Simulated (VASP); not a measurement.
Band structure of Mg2Sn (space group Fm-3m). These are PBE GGA, VASP's PBE PAW potentials (set 64) (plane waves; VASP) values and carry that method's errors.

Unless said otherwise, spin-orbit coupling is left out, though it shifts the bands of the heavy elements here.

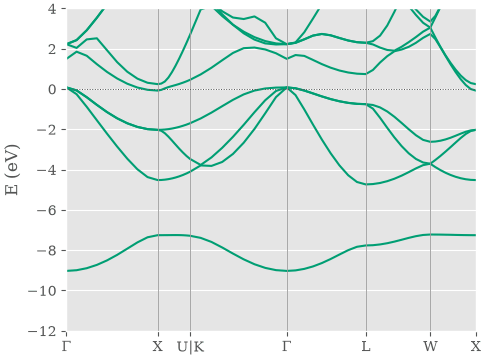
Figure: Bands along high-symmetry lines, zero at the valence-band maximum or, without a gap, the Fermi level

### Question
Read the plot: is there a gap, and where are the band edges?

### Answer
It has no gap at this level: it comes out as a metal or semimetal.

The structure is a typed Mg2Sn crystal (Fm-3m). The cell was not relaxed at this level.
